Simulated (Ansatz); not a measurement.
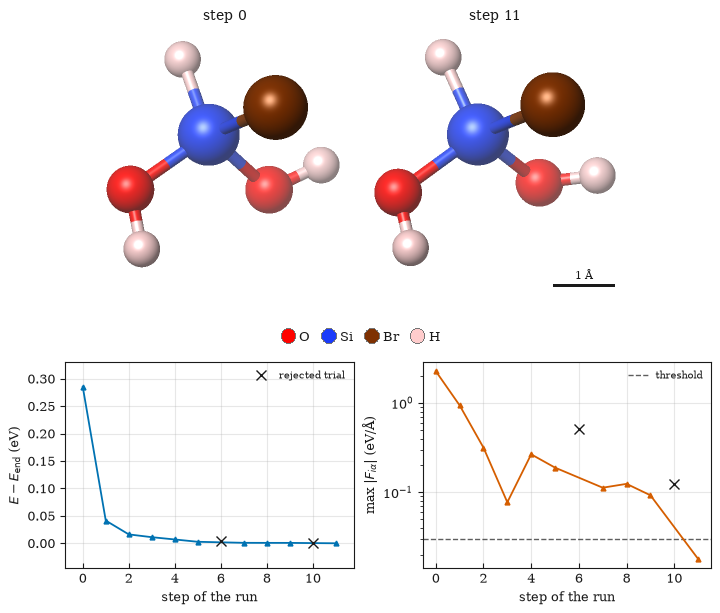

First and last geometry of a relaxation of SiH3O2Br (coarse preliminary run), with the history of the run. A ball-and-stick model, seen from a free direction.

The start comes from a force field.

The calculation used Ansatz, RKS PBE-D4/def2-SVP. Settings: force threshold 0.03 eV/Å; at most 200 steps.

Q: Did the run converge, and what did it change?

A: It converged. The largest move after the best rigid fit is that of an H atom, 0.28 Å. By element the largest moves are H 0.28 Å, O 0.21 Å, Br 0.13 Å, Si 0.08 Å. Among the contacts that change: Br–Si 2.123 → 2.257 Å, O–Si 1.604 → 1.658 Å, H–O 1.013 → 0.974 Å, O–Si 1.648 → 1.668 Å. Among the angles between lasting bonds that change: O–Si–H 109.5° → 105.3°, O–Si–H 111.4° → 114.3°, Br–Si–H 110.9° → 108.2°. Groups turn about O–Si by about 35°. Over 9 accepted moves (11 points after the start) the energy falls by 0.285 eV. Largest force component: 2.3 eV/Å at the start, 0.018 eV/Å at the end. The line search rejected the trial steps at points 6, 10 of the run. The run took roughly 27 core-seconds on a shared host.
